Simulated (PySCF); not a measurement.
# Si₃⁺: quartet, from a linear chain start

Aim: relax Si₃⁺ as a quartet from a linear chain start, check by its vibrations whether the end is a minimum, and collect its spectrum and constants.

Computed with PySCF 2.14.0. Level: PBE0, basis Si def2-TZVP, no relativity, density fitting.

## (1) The starting structure

3 atoms, charge 1, spin multiplicity 4.

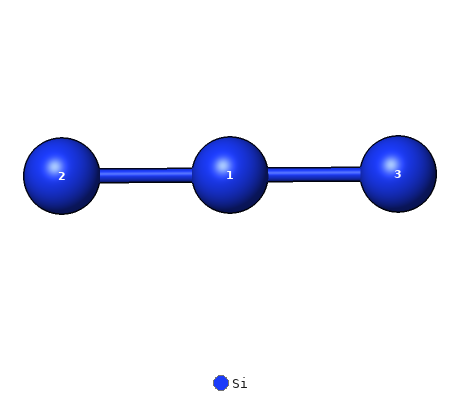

Start geometry, drawn with silicon blue; atoms are numbered from 1 in the order of the file.

Z-matrix (Å, degrees; charge 1 multiplicity 4):
```
Si
Si 1 2.2040
Si 1 2.2040 2 180.00
```

## (2) The SCF at the typed geometry

The steps below are one call of a driver around PySCF. For each, scf.py gives the equivalent set-up of the SCF; relaxations use the driver's own optimiser. After this first run the driver tries any further starts and a stability analysis.

Input file scf.py:

```python
from pyscf import gto, scf, dft
mol = gto.M(atom='''
Si     0.000000     0.000000     0.000000
Si     0.000000     0.000000     2.204000
Si     0.000000     0.000000    -2.204000''',
    basis={'Si': 'def2-TZVP'},
    charge=1, spin=3)
mf = dft.UKS(mol, xc='PBE0')
mf.grids.atom_grid = (50, 194)
aux = {'Si': 'def2-universal-JKFIT'}
mf = mf.density_fit(auxbasis=aux)
mf.conv_tol = 1e-08
mf.diis_space = 10
mf.max_cycle = 60
mf.init_guess = 'minao'
mf.verbose = 4
mf.kernel()
```

The run is started by

```sh
$ OMP_NUM_THREADS=4 python axn.py task.json out
```

Output:

```text
init E= -868.057907341736
[... the frontier-level lines of each cycle are left out ...]
cycle= 1 E= -867.641719881902  delta_E= 0.416  |g|= 0.18  |ddm|= 1.21
cycle= 2 E= -867.66030970414  delta_E= -0.0186  |g|= 0.133  |ddm|= 0.59
cycle= 3 E= -867.671076462802  delta_E= -0.0108  |g|= 0.0354  |ddm|= 0.235
cycle= 4 E= -867.671997639759  delta_E= -0.000921  |g|= 0.0125  |ddm|= 0.0635
cycle= 5 E= -867.672149023951  delta_E= -0.000151  |g|= 0.00216  |ddm|= 0.0252
cycle= 6 E= -867.672160953504  delta_E= -1.19e-05  |g|= 0.00048  |ddm|= 0.00818
cycle= 7 E= -867.672161559797  delta_E= -6.06e-07  |g|= 0.000145  |ddm|= 0.00215
cycle= 8 E= -867.672161590842  delta_E= -3.1e-08  |g|= 3.33e-05  |ddm|= 0.000405
cycle= 9 E= -867.672161592483  delta_E= -1.64e-09  |g|= 4.67e-06  |ddm|= 9e-05
Extra cycle  E= -867.672161592525  delta_E= -4.13e-11  |g|= 1.84e-06  |ddm|= 1.31e-05
converged SCF energy = -867.672161592525  <S^2> = 3.7691169  2S+1 = 4.0095471
```

This step, with its further starts and checks, took 19 s on 4 threads of Arm Neoverse N1, shared host.

The starts that the driver tried:

| start | energy (Eh) |
| --- | --- |
| the minimal-basis guess | -867.672162 |
| a thermally smeared density | -867.672162 |
| a smeared PBE density | -867.672162 |

The test of internal stability and the other starts found no lower solution of this spin.

## (3) Relaxation: linear chain start, quartet

The program finds D∞h symmetry in the start, which this walk keeps. Threshold on the gradient: 0.0003 Eh/bohr, with a further test on the energy change.

Changes to scf.py since step 2:

```diff
@@ -15 +14,0 @@
-mf.init_guess = 'minao'
```

Energy and gradient, step by step:

| step | energy (Eh) | change (kJ/mol) | largest symmetric gradient (Eh/bohr) |
| --- | --- | --- | --- |
| 0 | -867.672162 | 0.00 | 0.03485 |
| 1 | -867.679570 | -19.45 | 0.00798 |
| 2 | -867.680080 | -20.79 | 0.00176 |
| 3 | -867.680108 | -20.86 | 0.00012 |
| 4 | -867.680108 | -20.86 | 0.00001 |

The walk took 12 s.

Geometry (Å) and forces (eV/Å) at some steps:

```
step 0
Si   0.000   0.000   0.000   0.000   0.000   0.000
Si   0.000   0.000   2.204   0.000   0.000   1.792
Si   0.000   0.000  -2.204   0.000   0.000  -1.792
step 1
Si   0.000   0.000   0.000   0.000   0.000   0.000
Si   0.000   0.000   2.299   0.000   0.000   0.410
Si   0.000   0.000  -2.299   0.000   0.000  -0.410
step 2
Si   0.000   0.000   0.000   0.000   0.000   0.000
Si   0.000   0.000   2.327   0.000   0.000   0.090
Si   0.000   0.000  -2.327   0.000   0.000  -0.090
step 3
Si   0.000   0.000   0.000   0.000   0.000   0.000
Si   0.000   0.000   2.335   0.000   0.000   0.006
Si   0.000   0.000  -2.335   0.000   0.000  -0.006
step 4
Si   0.000   0.000   0.000   0.000   0.000   0.000
Si   0.000   0.000   2.336   0.000   0.000  -0.001
Si   0.000   0.000  -2.336   0.000   0.000   0.001
```

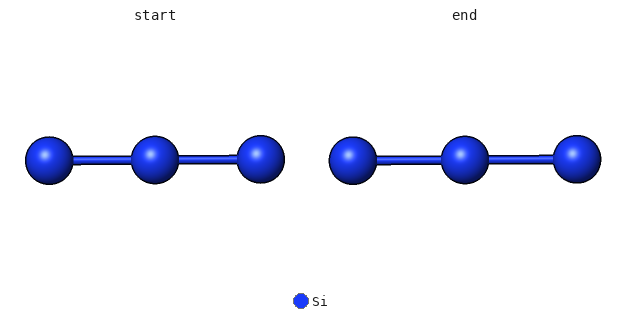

The geometry along the walk, at one scale.

After 4 steps and 20.9 kJ/mol it ends at D∞h: Si–Si 2.336 Å (×2); Si–Si–Si 180.0°.

## (4) Frequencies

On the finer grid the gradient is checked again; gradients at displacements of ±0.02 bohr then give force constants and infrared intensities.

Changes to scf.py since step 3:

```diff
@@ -3,3 +3,3 @@
-Si     0.000000     0.000000     0.000000
-Si     0.000000     0.000000     2.204000
-Si     0.000000     0.000000    -2.204000''',
+Si    -0.000000     0.000000     0.000000
+Si    -0.000000    -0.000000     2.335645
+Si     0.000000     0.000000    -2.335645''',
@@ -9 +9 @@
-mf.grids.atom_grid = (50, 194)
+mf.grids.atom_grid = (75, 302)
@@ -12 +12 @@
-mf.conv_tol = 1e-08
+mf.conv_tol = 1e-10
```

This SCF starts from the last density.

Log of the central SCF (cycles and frontier levels):

```text
init E= -867.68011821141
[... the frontier-level lines of each cycle are left out ...]
cycle= 1 E= -867.68011821141  delta_E= 1.14e-13  |g|= 1.08e-06  |ddm|= 2.51e-06
Extra cycle  E= -867.680118211404  delta_E= 6.14e-12  |g|= 2.18e-06  |ddm|= 5.05e-06
converged SCF energy = -867.680118211404  <S^2> = 3.7689593  2S+1 = 4.0094684
```

The whole step took 37 s.

Geometry: D∞h; Si–Si 2.336 Å (×2); Si–Si–Si 180.0°.

Modes, for the most abundant isotopes:

```tsv
ω (cm⁻¹)	IR (km/mol)	μ (u)
45	0.0	27.98
83	0.0	27.98
319	0.0	27.98
397	54.0	27.98
```

All wavenumbers are real: a minimum.

The SCF density has lower symmetry than the nuclear frame, so the modes carry no labels; pairs that should be degenerate can split.

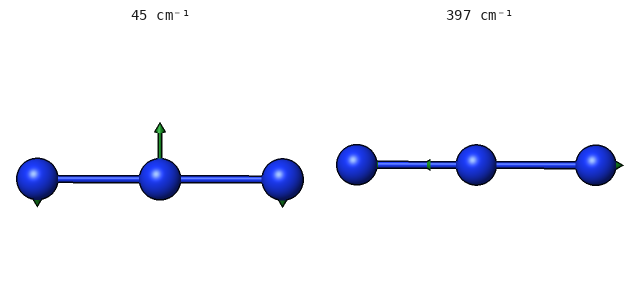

Displacements of 2 of the modes, as arrows (one member where a mode is degenerate).

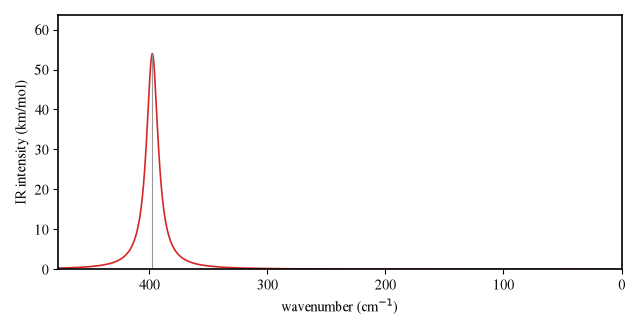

The harmonic infrared spectrum (widths in cm⁻¹). Lines are broadened to a width of 12 cm⁻¹ (Lorentzian).

Properties at this point:

- Dipole moment about the centre of mass: 0.00 D
- Highest occupied level: -10.65 eV
- Lowest empty level: -9.25 eV
- Rotational constants: 0.05523 cm⁻¹
- Zero-point energy: 5.0 kJ/mol
- Principal polarisabilities: 56.3, 56.8, 200.7 bohr³
- Principal traceless quadrupole moments about the centre of mass: -12.68, -6.90, 19.59 D Å
- Entropy at 298.15 K and 1 bar (electronic part: spin only): 293.2 J/(mol K)
- Heat capacity Cp at 298.15 K: 58.6 J/(mol K)
- Enthalpy at 298.15 K above 0 K: 14.77 kJ/mol
- Rotational symmetry number: 2
- Spin squared ⟨S²⟩: 3.769

Populations by atom (charges in e):

```tsv
atom	Mulliken	Löwdin	polar tensor	spin (Mulliken)	Mayer order to Si1
Si1	0.26	0.24	0.00	1.29	–
Si2,3	0.37	0.38	0.50	0.85	1.33
```

Outer orbital energies (eV). α occupied: -105.89, -20.99, -18.92, -15.37, -12.43, -12.16, -12.14, -10.65; empty: -8.97, -7.13, -6.77, -6.42. β occupied: -106.10, -105.92, -105.88, -105.82, -19.59, -17.83, -14.42, -11.82; empty: -9.25, -8.91, -7.98, -7.39.

Mulliken populations on Si1: s 5.57, p 8.04, d 0.13, f 0.01.

## (5) Summary of results

| quantity | value |
| --- | --- |
| minimum | quartet, D∞h |
| geometry | Si–Si 2.336 Å (×2); Si–Si–Si 180.0° |
| wavenumbers (cm⁻¹) | 45, 83, 319, 397 |
| dipole moment (centre of mass) | 0.00 D |
| highest occupied, lowest empty level (either spin) | -10.65, -9.25 eV |
| polar-tensor charge of Si1 | -0.00 e |
| zero-point energy | 5.0 kJ/mol |
| entropy at 298.15 K | 293.2 J/(mol K) |
| ⟨S²⟩ | 3.769 |

What this shows: The linear chain start keeps its D∞h symmetry and ends in a minimum. In the infrared the band at 397 cm⁻¹ (stretch) leads. Only this shape and spin were tried, so other structures or states may lie lower. The SCF density has lower symmetry than the nuclear frame.

The search up to here took 68 s.
